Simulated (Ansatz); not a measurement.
## Electronic structure of F3HSi···H2 in real space

```yaml
atoms:
  - { symbol: Si, position_ang: [-0.9882, 0.2047, -0.1194] }
  - { symbol: H, position_ang: [2.3528, -0.7177, -0.0125] }
  - { symbol: F, position_ang: [-0.3281, -0.3926, -1.4165] }
  - { symbol: F, position_ang: [-0.8560, -0.8534, 1.0367] }
  - { symbol: H, position_ang: [-2.3929, 0.5277, -0.3619] }
  - { symbol: H, position_ang: [2.4013, -0.2628, 0.5772] }
  - { symbol: F, position_ang: [-0.1889, 1.4941, 0.2963] }
```

The product side of a reaction path; geometry: PBE0-D4/def2-TZVP.

These are results of Ansatz, RKS PBE0-D4/def2-TZVPP, not measurements.

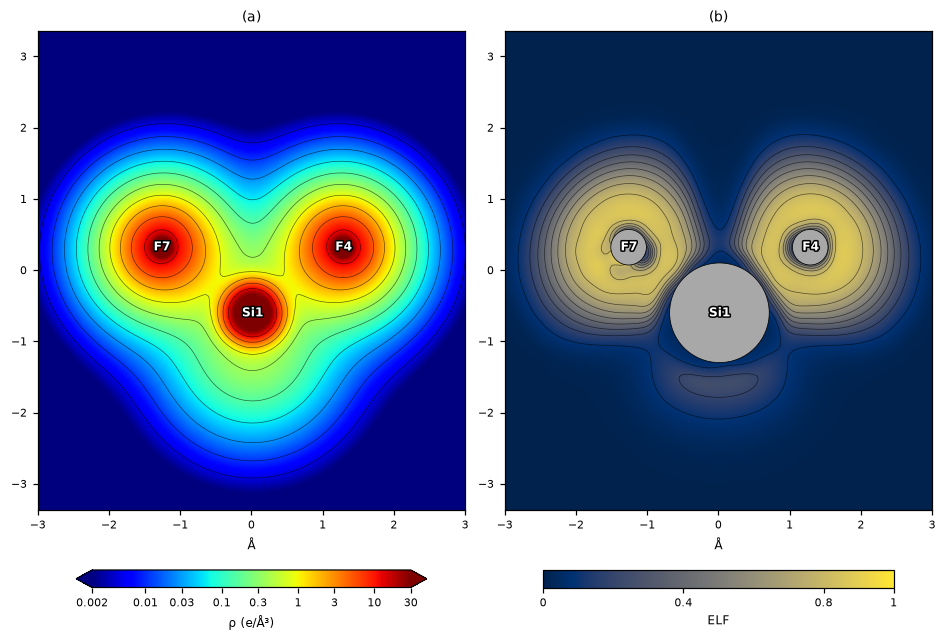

Figure 1. (a) total electron density; (b) electron localisation function on the plane of atoms F4, Si1 and F7. Grey discs cover the atomic cores in the ELF map.

Describe what can be read from this map.

Answer.
- Atoms in the plane: Si and F.
- Si–F (1.57 Å): ρ at the midpoint is about 1.3 e/Å³; the ELF peaks at about 0.85 in the valence shell of F, 0.6 Å from its nucleus, and is about 0.55 at the midpoint.
- The ELF also peaks beside F7 and F4, away from the bonds: lone-pair regions.

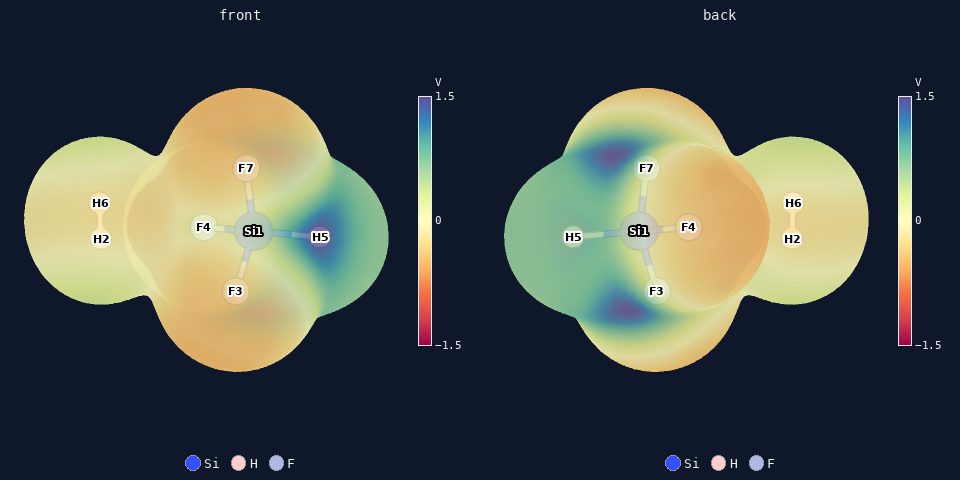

Figure 2. The molecular electrostatic potential painted on the density surface at 0.001 e/bohr³, seen from the front and from behind; the colour scale runs from red (negative) to blue (positive).

Where is the surface potential most negative and most positive?

Answer. The most negative region (about −0.5 V, or −12 kcal/mol for a unit charge) lies over F3, F4 and F7, the most positive (about +1.4 V, or +32 kcal/mol for a unit charge) over Si1.

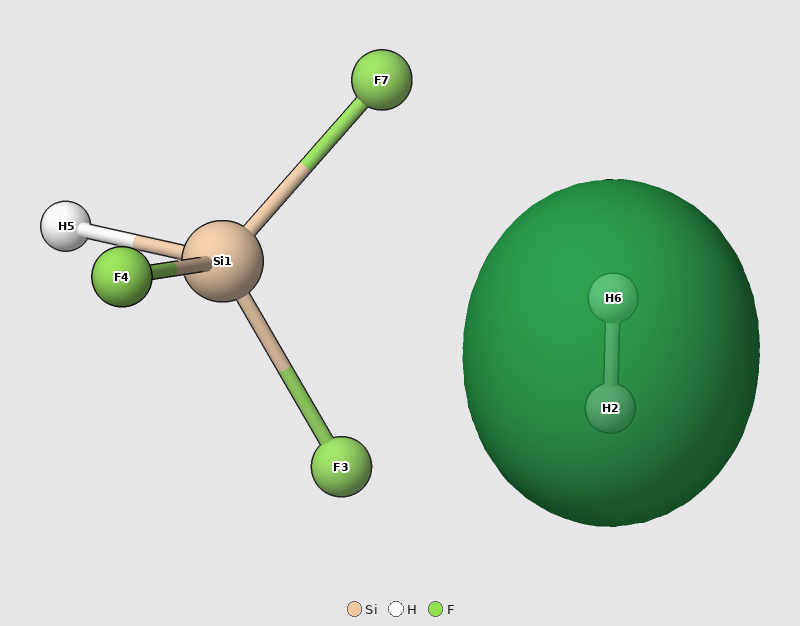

Figure 3. The HOMO−1 at ±0.2 Å⁻³ᐟ² (green and red are the two phases), seen at an oblique angle.

What is the character of this orbital?

Answer. Its weight (Hirshfeld) is mainly on H2 (about 50 %) and H6 (about 50 %). Its energy is −11.97 eV.
